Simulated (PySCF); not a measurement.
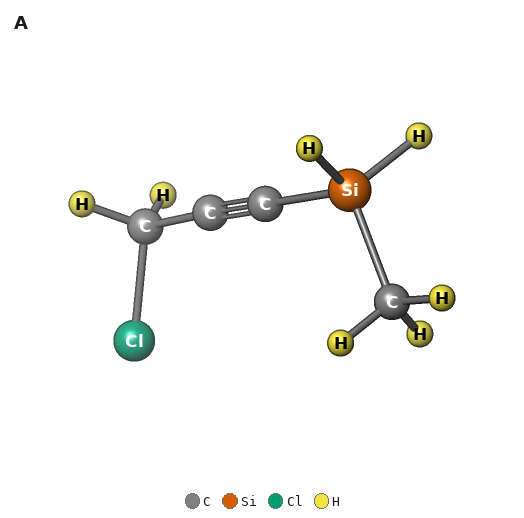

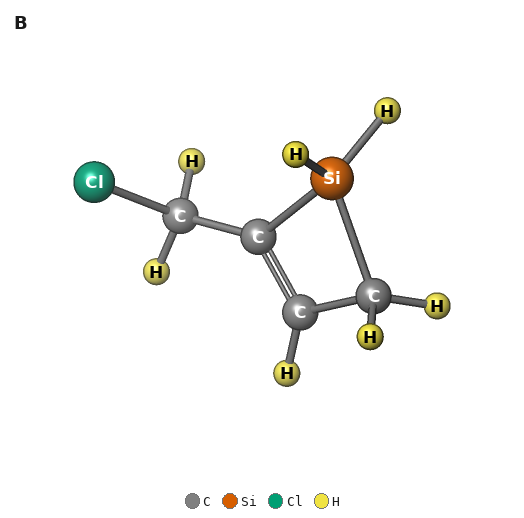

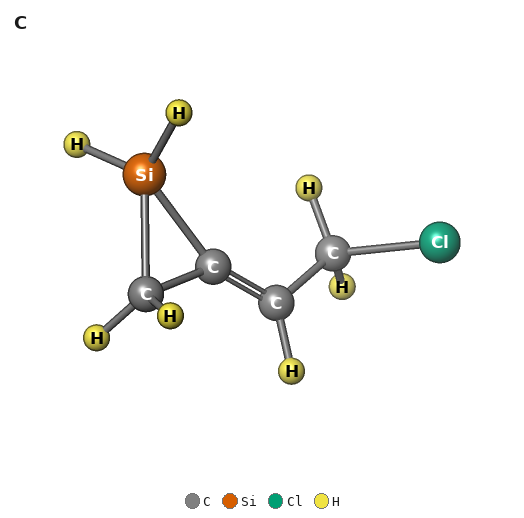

3 stationary structures of one formula. Geometries: GFN2-xTB. Electronic energies: CAM-B3LYP/def2-SVPD (PySCF 2.14.0), without zero-point energy. No frequency run is at hand to confirm each as a minimum. Each is one conformer, not always the lowest.

How are they related?

They are constitutional isomers of C4H7ClSi: A `C[SiH2]C#CCCl`, B `ClCC1=CC[SiH2]1`, C `ClC/C=C1/C[SiH2]1`.

Which is lowest in energy, and by how much?

B is lowest; A lies 3.9 kcal/mol above it, C lies 20.1 kcal/mol above it.

The geometry is semi-empirical. Around Si such bond lengths and angles can be off by a tenth of an ångström or more and by several degrees, and values that hang on the shape move with them.
